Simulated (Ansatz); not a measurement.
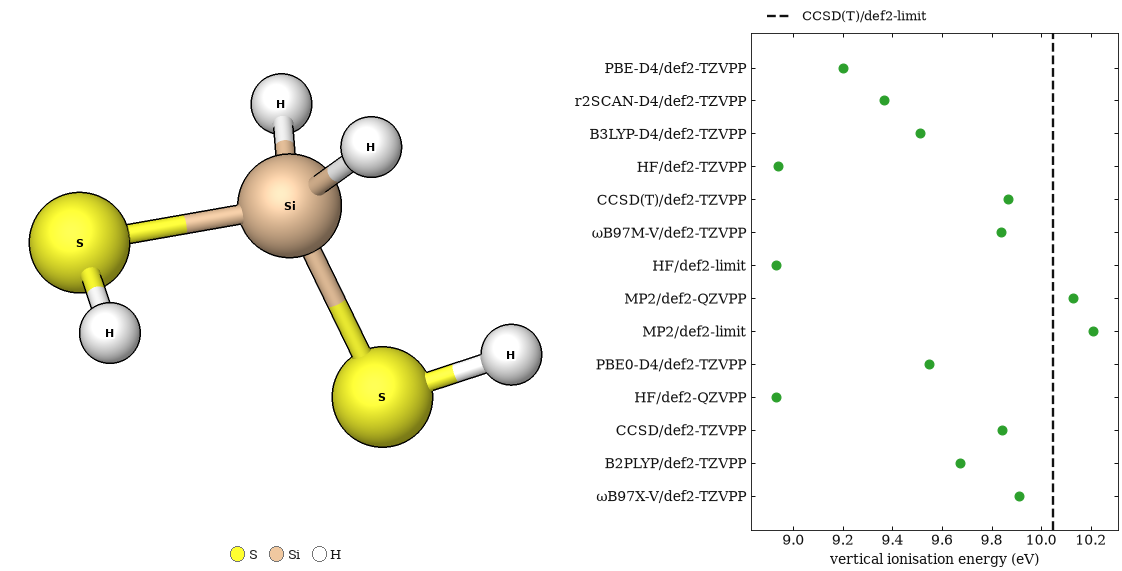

Vertical ionisation energy of SiH₄S₂, SMILES S[SiH2]S, taken as the energy of the cation less that of the neutral at fixed geometry (unrestricted doublet cation, cores frozen in correlated methods, no spin-orbit coupling), the Ansatz code 0.2.0, at a PBE0-D4/def2-TZVP geometry (a minimum by its frequencies). Limit means an estimate of the basis limit from triple and quadruple zeta; for coupled cluster it is either extrapolated directly or built as the MP2 limit plus the step from MP2 in triple zeta. B2PLYP/def2-TZVPP holds a correlation term that converges slowly with the basis, so part of the distance to the limit is basis error. The distance of CCSD(T)/def2-TZVPP, MP2/def2-QZVPP and CCSD/def2-TZVPP to the limit includes basis error.

Question: Which level comes closest to the line (CCSD(T)/def2-limit), and which misses most?

Answer: Closest MP2/def2-QZVPP (10.13 eV), against 10.05 eV; farthest HF/def2-limit (8.93 eV).

Question: Give the values.

Answer:
```csv
level,eV,less CCSD(T)/def2-limit
PBE-D4/def2-TZVPP,9.20,−0.84
r2SCAN-D4/def2-TZVPP,9.37,−0.68
B3LYP-D4/def2-TZVPP,9.51,−0.53
HF/def2-TZVPP,8.94,−1.11
CCSD(T)/def2-TZVPP,9.86,−0.18
ωB97M-V/def2-TZVPP,9.84,−0.21
HF/def2-limit,8.93,−1.12
MP2/def2-QZVPP,10.13,0.08
MP2/def2-limit,10.21,0.16
PBE0-D4/def2-TZVPP,9.55,−0.50
HF/def2-QZVPP,8.93,−1.11
CCSD/def2-TZVPP,9.84,−0.20
B2PLYP/def2-TZVPP,9.67,−0.37
ωB97X-V/def2-TZVPP,9.91,−0.14
CCSD(T)/def2-limit,10.05,0.00
```
